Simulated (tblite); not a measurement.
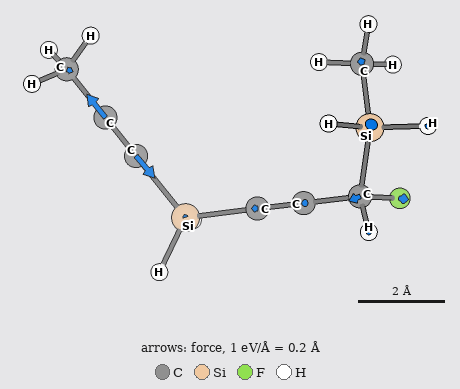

Starting geometry of C7H11FSi2 with the computed forces as blue arrows. A ball-and-stick model, seen at a tilt.

Computed with tblite 0.8.0, GFN2-xTB geometry optimisation, gas phase. 

> Is this structure relaxed? If not, where do the atoms go?

It isn't relaxed: the largest force vector, on a C atom, is 3.67 eV/Å. The final displacements have little in common with the starting forces (cosine between the two patterns 0.05). After 119 geometry steps the energy has fallen by 27.3 kJ/mol. The atom that moves furthest after the best rigid fit is an H atom (0.75 Å). By element the largest moves are H 0.75 Å, C 0.54 Å, F 0.23 Å, Si 0.21 Å. Some distances before and after: C–Si 1.867 → 1.938 Å, C–Si 1.893 → 1.847 Å, C–F 1.358 → 1.399 Å, C–Si 1.853 → 1.892 Å. Bond angles that change, for instance: H–Si–H 105.3° → 111.4°, C–Si–C 112.7° → 107.4°, C–Si–C 111.0° → 106.4°.
